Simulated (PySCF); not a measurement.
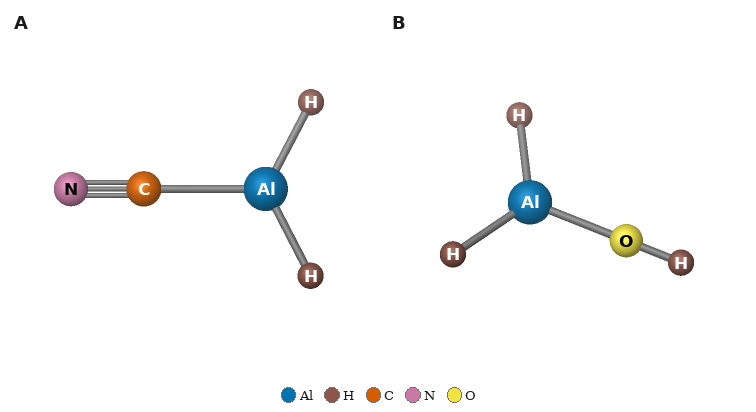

Two related species, optimised with PBE0-D3(BJ)/def2-SVP; properties computed with PySCF 2.14.0. Both: charge 0, singlet.

What are A and B?

A is AlH2(CN), B is AlH2(OH).

Compare them. With B3LYP/pcSseg-1 (pcSseg-2 on Al): dipole moment (D), HOMO–LUMO gap (eV), HOMO energy (Kohn–Sham orbital) (eV), shielding of Al (ppm). With CAM-B3LYP/def2-SVPD: lowest vertical singlet excitation (eV), mean static polarisability (bohr³). With PBE0/pcSseg-1 (pcSseg-2 on Al): Hirshfeld charge of Al (e), IAO charge of Al (e). With PBE0-D3(BJ)/def2-SVP: mean Al–H length (Å).

```json
{"quantity": "dipole moment (D)", "A": "3.41", "B": "1.20"}
{"quantity": "HOMO–LUMO gap (eV)", "A": "6.22", "B": "6.71"}
{"quantity": "HOMO energy (Kohn–Sham orbital) (eV)", "A": "−9.02", "B": "−7.72"}
{"quantity": "shielding of Al (ppm)", "A": "327.9", "B": "405.2"}
{"quantity": "lowest vertical singlet excitation (eV)", "A": "5.26", "B": "5.68"}
{"quantity": "mean static polarisability (bohr³)", "A": "41.8", "B": "32.9"}
{"quantity": "Hirshfeld charge of Al (e)", "A": "0.60", "B": "0.56"}
{"quantity": "IAO charge of Al (e)", "A": "0.78", "B": "0.91"}
{"quantity": "mean Al–H length (Å)", "A": "1.577", "B": "1.585"}
```

Each is one conformer, and no frequency run is at hand to confirm it as a minimum.
